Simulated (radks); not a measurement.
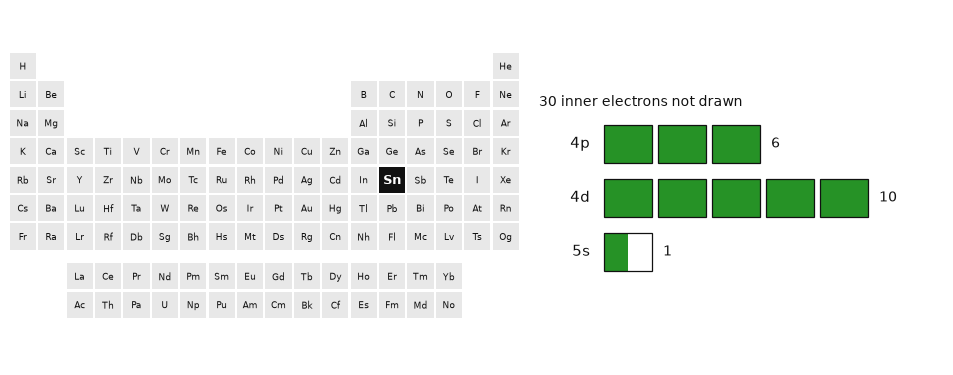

Fig. 1: Left, the place of tin in the periodic table; right, the outer shells as the input fills them: a box for each of the 2l + 1 orbitals, shaded by the share of the shell that is filled, with the electron count at the right.

Run report: Sn³⁺, atomic calculation

System: the Sn³⁺ ion in the configuration [Kr] 4d10 5s1 (high spin).
Method: scalar-relativistic Kohn-Sham, PBE, spin-polarised, spherical densities, point nucleus (the in-house radial solver radks).

**Outcome**

- outcome: converged
- total energy: −6175.3090 hartree
- kinetic energy: 6447.7019 hartree
- electron–nucleus energy: −14882.3366 hartree
- Hartree energy: 2423.3392 hartree
- exchange–correlation energy: −164.013623 hartree
- radius at density 0.001 e/bohr³: 3.32 bohr
- SCF iterations: 30
- hardware: 1 thread of Arm Neoverse V2, 23 GiB of memory available, shared host

**What is odd here**

A numerical setting was moved from its usual value: mixing history nhist = 1, mixing factor beta = 0.5. The program ran to the end, and its total energy equals that of the same run with the usual input (−6175.30899 hartree) within 10⁻⁵ hartree, so the oddity leaves no trace in it.

**Input file**
```
Z 50
configuration [Kr] 4d10 5s1
relativity scalar-relativistic
functional pbe,pbe
spin polarised
nucleus point
c 137.035999084
history 1
mixing 0.5
max_iterations 88
```

Energies in input and log are in hartree, lengths in bohr.

The run was one of a batch that the task file lists, launched with:
```bash
python <driver script> task.json out
```

**Log**
```
1s      1   1.0000       -1067.35632594
2s      1   1.0000        -162.05650577
2p      1   3.0000        -145.58798054
3s      1   1.0000         -32.15158330
3p      1   3.0000         -26.77008506
3d      1   5.0000         -18.48684287
4s      1   1.0000          -6.00740374
4p      1   3.0000          -4.38170936
4d      1   5.0000          -2.02854329
5s      1   1.0000          -1.34111470
1s      2   1.0000       -1067.35465005
2s      2   1.0000        -162.05582715
2p      2   3.0000        -145.58718072
3s      2   1.0000         -32.15009532
3p      2   3.0000         -26.76857203
3d      2   5.0000         -18.48553942
4s      2   1.0000          -6.00393685
4p      2   3.0000          -4.37699558
4d      2   5.0000          -2.01710719
5s      2   0.0000          -1.29860897
Etot -6175.30898866564
Ekin 6447.701946453914
Encl -14882.33655422752
Eh 2423.3392419073757
Exc -164.01362279941014
err 6.792451207779198e-09
it 30
```
